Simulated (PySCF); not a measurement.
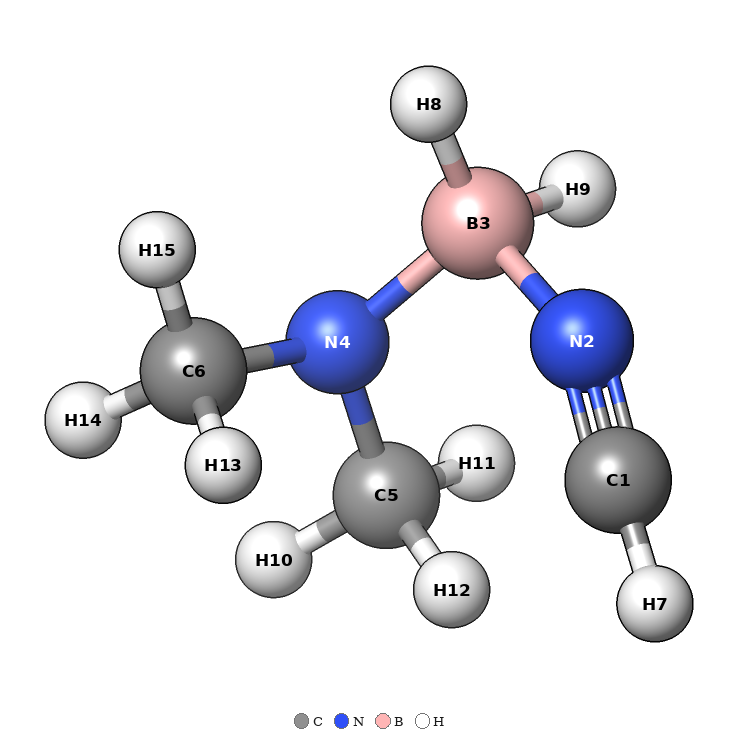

The geometry was computed by an optimisation with GFN2-xTB. No frequency run is at hand to confirm it as a minimum. Method: B3LYP/pcJ-1 indirect spin-spin coupling, non-relativistic, gas phase (PySCF 2.14.0). Isotopes: 11B, 13C, 1H, 15N.

Give the spin–spin coupling constants of these pairs, with the number of bonds between them: C1/N2, B3/H8, N2/H9, B3/H12, B3/H13.

```
   pair  bonds apart  J (Hz)
 C1, N2            1   −42.9
 B3, H8            1   116.3
 N2, H9            2    −2.2
B3, H12            3     4.2
B3, H13            3     2.3
```

The geometry is semi-empirical. Around B such bond lengths and angles can be off by a tenth of an ångström or more and by several degrees, and values that hang on the shape move with them.
